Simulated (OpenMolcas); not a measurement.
## Exact exchange and the vertical ionisation energy of BCl2F (dichlorofluoroborane)

BCl2F: 4 atoms, total charge 0, spin state singlet. SMILES: `FB(Cl)Cl`. Geometry: relaxed at PBE0-D4/def2-TZVP.

The vertical ionisation energy (to the doublet cation) y, in eV, basis 6-311+G(d,p); a is the functional's share of exact exchange. Programs: OpenMolcas 26.06.

| functional | program | a | y (eV) |
| --- | --- | --- | --- |
| TPSS | OpenMolcas | 0 | 11.54 |
| PBE | OpenMolcas | 0 | 11.49 |
| B3LYP | OpenMolcas | 0.2 | 11.86 |
| PBE0 | OpenMolcas | 0.25 | ? |
| BHLYP | OpenMolcas | 0.5 | 12.17 |

Fit y = c + s·a to the known rows and predict PBE0.


1. Means of the 4 rows: a = 0.1750, y = 11.765.
2. Σ(Δa)² = 0.1675, Σ(Δa·Δy) = 0.2215, so the slope is 0.2215/0.1675 = 1.3224.
3. Intercept: 11.765 − (1.3224) × 0.1750 = 11.534. The largest residual of the fit is 0.062.
4. PBE0: 11.534 + (1.3224) × 0.25 = 11.86 eV.

The run gave 11.93 eV, so the prediction is off by -0.07 eV, about the largest residual.

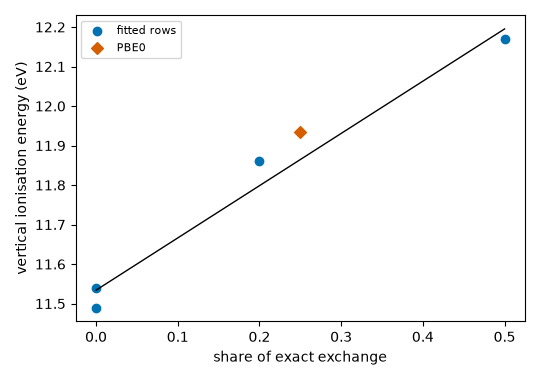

The fitted line, with the withheld row.
